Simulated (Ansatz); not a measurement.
**BH4O2P: rigid torsion scan, by script**

A script is to give a rigid torsion scan; the system is BH4O2P. SMILES: OB(O)P.

Program: Ansatz 0.2.0, driven from Python. Level of theory: r2SCAN/cc-pVDZ. These are calculated values, not measurements.

### Step 1. The structure

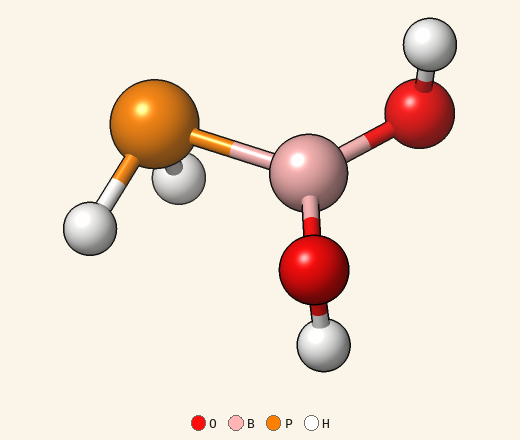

The starting structure, viewed from a chosen angle; oxygen red, boron pink, phosphorus orange, hydrogen white.

The script holds or builds the structure itself.

### Step 2. The code

bh4o2p.py

```python
"""Rigid torsion scan of BH4O2P."""

import ansatz
from ase import Atoms

config = {
    "basis_set": "cc-pVDZ",
    "xc": "r2scan",
    "force_tol": 0.02,
}

atoms = Atoms(["O", "B", "O", "P", "H", "H", "H", "H"], positions=[
    [-1.4302, -0.9629, -0.3972],
    [-0.4262, 0.0, 0.0465],
    [-0.691, 1.4322, -0.0605],
    [1.2494, -0.6228, 0.7745],
    [-1.985, -1.1332, 0.4053],
    [-0.3516, 1.6828, -0.9565],
    [1.7464, -1.0761, -0.5131],
    [1.8882, 0.68, 0.7009],
])

# start the scan from a relaxed geometry
first = ansatz.Crystal.molecule_from_ase(atoms).calculation()
first = first.basis(gaussian=config["basis_set"])
first = first.functional(config["xc"])
first = first.relax(force_tolerance=config["force_tol"], max_steps=80)
atoms.positions = first.run(threads=1).report["positions_ang"]

start = atoms.get_dihedral(2, 1, 0, 4)
energies = {}
for turn in range(0, 360, 40):
    turned = atoms.copy()
    turned.set_dihedral(2, 1, 0, 4, start + turn, indices=[0, 4])
    calc = (
        ansatz.Crystal.molecule_from_ase(turned).calculation()
        .basis(gaussian=config["basis_set"])
        .functional(config["xc"])
    )
    energies[round((start + turn) % 360)] = calc.run(threads=1).report["free_energy_ev"]
floor = min(energies.values())
print("dihedral O2-B1-O0-H4 (deg)   E - E(min) (eV)")
for angle, e in sorted(energies.items()):
    print(f"{angle:8d} {(e - floor):14.3f}  " + "#" * int(30 * (e - floor) / max(max(energies.values()) - floor, 1e-9)))
```

### Step 3. What the engine is handed

The package turns the script's settings into the engine's input (first run):

```yaml
crystal:
  periodic: [false, false, false]
  atoms:
    - { symbol: O, position_ang: [-1.4302, -0.9629, -0.3972] }
    - { symbol: B, position_ang: [-0.4262, 0.0, 0.0465] }
    - { symbol: O, position_ang: [-0.691, 1.4322, -0.0605] }
    - { symbol: P, position_ang: [1.2494, -0.6228, 0.7745] }
    - { symbol: H, position_ang: [-1.985, -1.1332, 0.4053] }
    - { symbol: H, position_ang: [-0.3516, 1.6828, -0.9565] }
    - { symbol: H, position_ang: [1.7464, -1.0761, -0.5131] }
    - { symbol: H, position_ang: [1.8882, 0.68, 0.7009] }
basis:
  gaussian:
    orbitals: cc-pVDZ
hamiltonian:
  xc: r2scan
relax:
  f_tol: 0.02
  max_steps: 80
```

### Step 4. Launch

Command:

```sh
$ python bh4o2p.py
```

What it wrote:

```text
dihedral O2-B1-O0-H4 (deg)   E - E(min) (eV)
      40          0.182  ############
      80          0.448  ##############################
     120          0.388  #########################
     160          0.164  ##########
     200          0.161  ##########
     240          0.384  #########################
     280          0.448  #############################
     320          0.182  ############
     360          0.000
```

It took 92 s on 1 thread of Arm Neoverse V1, shared host; peak memory 0.21 GiB.

### Step 5. How the relaxation of run 0 went

The steps of the relaxation:

```
step  E - E(step 1) (eV)  largest force component (eV/Å)
   1              0.0000                          2.1510
   2             -0.1853                          1.4299
   3             -0.3078                          0.4857
   4             -0.5255                          0.9434
   5             -0.7391                          1.9926
   6             -1.0560                          0.7667
   7             -1.1294                          0.5538
   8             -1.0641                          2.2736
   9             -1.2072                          0.2362
  10             -1.2432                          0.1487
  11             -1.2521                          0.1969
  12             -1.2544                          0.0386
  13             -1.2554                          0.0205
  14             -1.2554                          0.0061
```

Step 1 is the start. Step 8 was tried and not accepted.

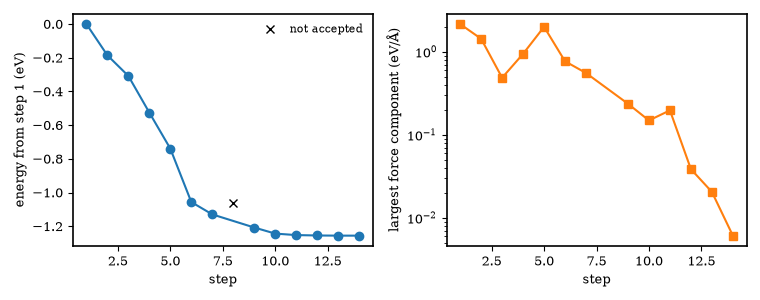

Energy and largest force along the relaxation.

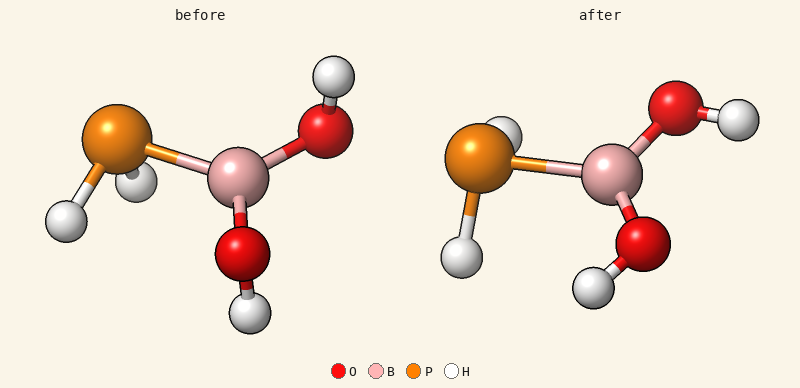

The structure before (left) and after (right) the relaxation, drawn at the same scale.

Before: Bond lengths: O1–B2 1.460 Å, B2–O3 1.460 Å, B2–P4 1.930 Å, O1–H5 0.990 Å, O3–H6 0.990 Å, P4–H7 1.453 Å, P4–H8 1.453 Å. Angles: O1–B2–O3 120.0°, O1–B2–P4 119.9°, O3–B2–P4 120.1°, B2–O1–H5 104.6°, B2–O3–H6 104.6°, B2–P4–H7 93.6°, B2–P4–H8 94.2°, H7–P4–H8 94.8°.

After: Bond lengths: O1–B2 1.365 Å, B2–O3 1.373 Å, B2–P4 1.946 Å, O1–H5 0.971 Å, O3–H6 0.966 Å, P4–H7 1.430 Å, P4–H8 1.434 Å. Angles: O1–B2–O3 118.3°, O1–B2–P4 117.3°, O3–B2–P4 124.2°, B2–O1–H5 110.4°, B2–O3–H6 112.9°, B2–P4–H7 95.3°, B2–P4–H8 95.9°, H7–P4–H8 94.4°.

Run 0 is this relaxation; the runs after it count from 1.

### Step 6. Run by run

One row for each of the 9 runs:

| run | turn (°) | energy from run 1 (eV) | SCF cycles | CPU time (s) |
| --- | --- | --- | --- | --- |
| 1 | 0 | 0.0000 | 17 | 3.5 |
| 2 | 40 | 0.1824 | 17 | 3.5 |
| 3 | 80 | 0.4482 | 18 | 3.5 |
| 4 | 120 | 0.3880 | 17 | 3.5 |
| 5 | 160 | 0.1636 | 16 | 3.5 |
| 6 | 200 | 0.1606 | 17 | 3.8 |
| 7 | 240 | 0.3841 | 17 | 3.6 |
| 8 | 280 | 0.4478 | 15 | 3.3 |
| 9 | 320 | 0.1819 | 17 | 3.6 |

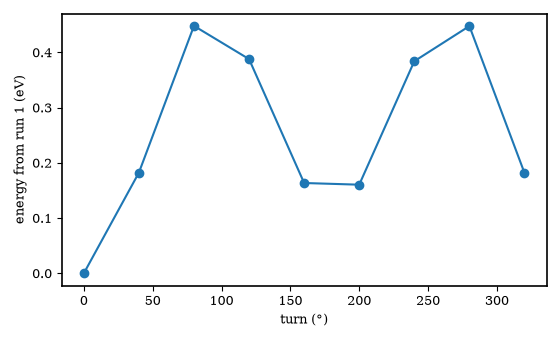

Energy against turn; lines join the points.

### Step 7. Outcome

| quantity | value |
| --- | --- |
| runs compared | 9 |
| range of energy | 0.448 eV |
| lowest point, turn (°) | 0 |

What this shows: The lowest point is at 360° and the highest at 80°, 0.448 eV (43.2 kJ/mol) above it, with the rest of the molecule held. Run 0: After 12 moves the largest shift is 0.851 Å, of atom 6 (H). So large a move can change the bonding: the results belong to the relaxed structure. The scan is rigid and the energies are electronic, in a modest basis. With rigid groups the curve can differ much from the relaxed path, the start wasn't checked as a minimum of this torsion, and equivalent turns needn't return to the same energy.
